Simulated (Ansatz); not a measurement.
# H4N2Si···SiH4: what the fields show

Input

```
crystal:
  periodic: [false, false, false]
  atoms:
    - { symbol: Si, position_ang: [-0.6244, -1.2313, 0.105] }
    - { symbol: Si, position_ang: [1.1673, 0.4887, 0.8845] }
    - { symbol: H, position_ang: [1.2016, -0.9986, -0.254] }
    - { symbol: "N", position_ang: [-0.6008, 0.5605, 0.4682] }
    - { symbol: "N", position_ang: [-1.2223, -1.0494, -1.5106] }
    - { symbol: H, position_ang: [1.2714, -0.5, 1.9535] }
    - { symbol: H, position_ang: [1.1625, 1.716, 1.7811] }
    - { symbol: H, position_ang: [1.8901, 1.1534, -0.2093] }
    - { symbol: H, position_ang: [-0.7796, 1.2016, -0.2993] }
    - { symbol: H, position_ang: [-1.1611, 0.8634, 1.2535] }
    - { symbol: H, position_ang: [-0.8794, -0.3253, -2.1312] }
    - { symbol: H, position_ang: [-1.4252, -1.8791, -2.0415] }
basis:
  gaussian: { orbitals: def2-SVP }
hamiltonian:
  xc: pbe
  dispersion: d4
relax:
  f_tol: 0.15
  max_steps: 25
  restrain:
    - { distance: [2, 1], at: 1.42, k: 30.0 }
    - { distance: [0, 1], at: 3.52, k: 30.0 }
    - { distance: [0, 2], at: 2.72, k: 30.0 }
output:
  orbitals: {}
```

Run with:

```sh
ansatz run input.yaml --threads 2 --pin off --max-ram 3072MiB --backend cpu --events-out ev --progress --plain --runs-dir out
```

The fields are those of the run's last geometry, not of the input's.

Not at a stationary point (largest force 1.1 eV/Å).

All numbers below come from RKS PBE-D4/def2-SVP (Ansatz 0.2.0).

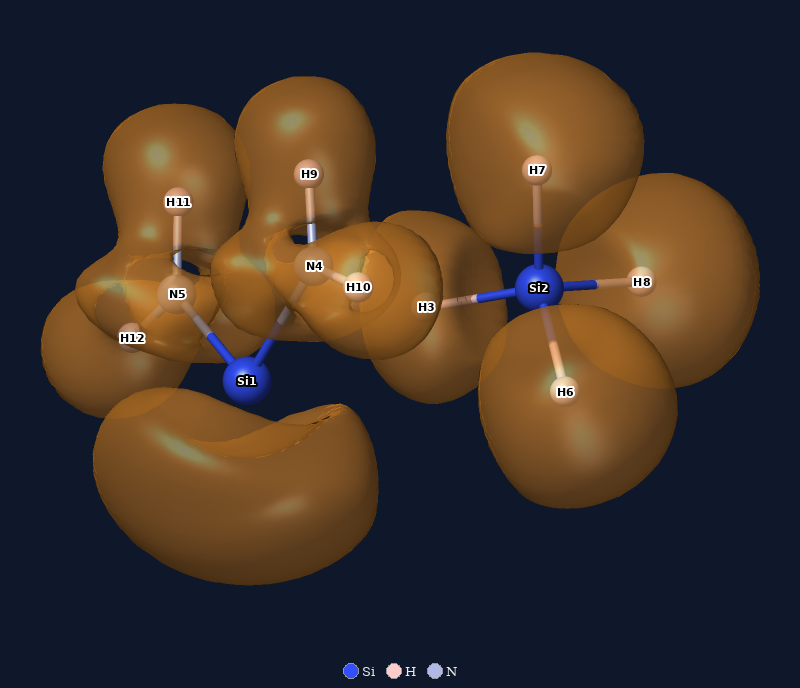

Figure 1. Isosurface of the electron localisation function at 0.75 (orange), seen from one side. Only the valence region is drawn (cores and ρ < 0.01 e/Å³ removed).

> Describe the localisation domains.

The ELF exceeds this value in four regions around hydrogen nuclei, one lobe on Si, pointing away from the bonds (lone pairs) and two joined regions spread over several atoms (H, N), in which their bonds and any lone pairs are merged. Along the contacts the grid gives the following. Si1···H3 (2.72 Å): the ELF dips to about 0.05 between them. Si–N (1.74 Å): the ELF peaks at about 0.90 between the atoms (a polar covalent bond).

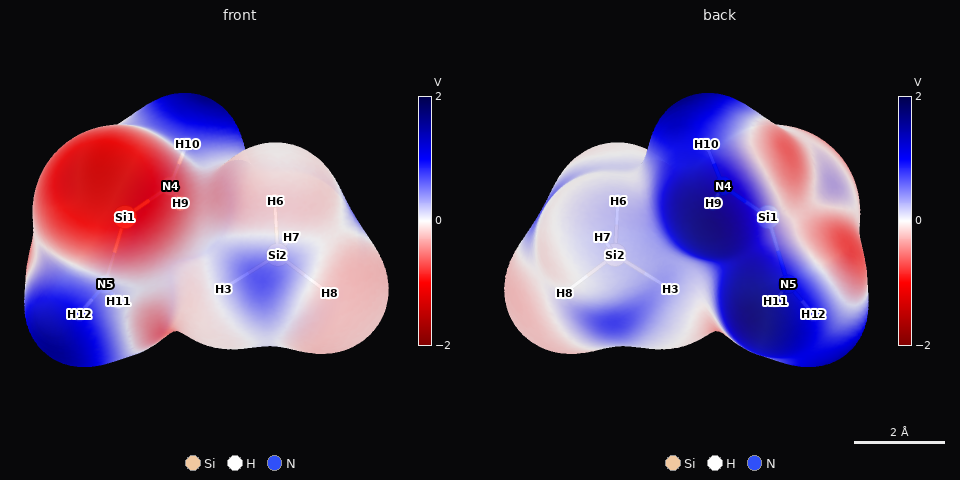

Figure 2. The electrostatic potential painted on the density surface at 0.002 e/bohr³, seen from the front and from behind; red is negative and blue positive.

> Where is the surface potential most negative and most positive?

The most negative region (about −1.3 V) lies over Si1, the most positive (about +1.7 V) over H9 and H11.

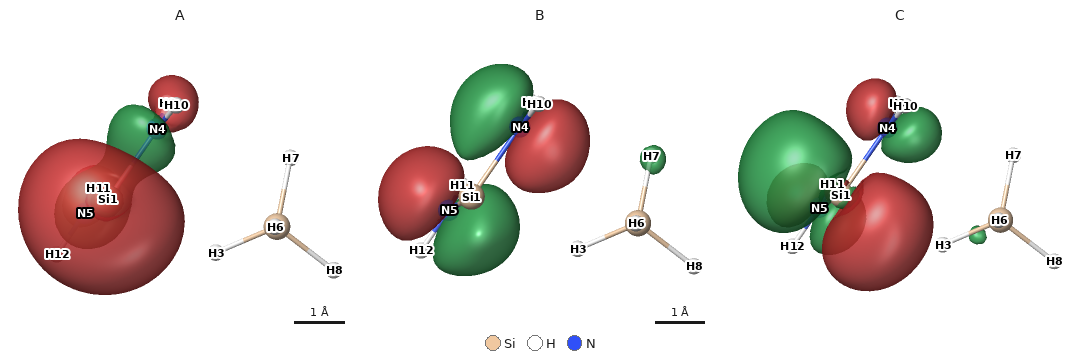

Figure 3. Three frontier orbitals at ±0.1 Å⁻³ᐟ² (green and red are the two phases), in no order.

> Which picture is the HOMO−1, the HOMO and the LUMO?

B is the HOMO−1 (−5.77 eV). By Hirshfeld shares it lies mainly on N5 (about 40 %) and N4 (about 35 %); largely a combination of lone pairs on N5 and N4. A is the HOMO (−5.29 eV). It lies mainly on Si1 (about 75 %), N4 (about 10 %) and N5 (about 10 %). C is the LUMO (−1.08 eV). It lies mainly on Si1 (about 65 %), N5 (about 10 %) and N4 (about 10 %).

> What is the HOMO–LUMO gap?

4.21 eV between the orbital energies.
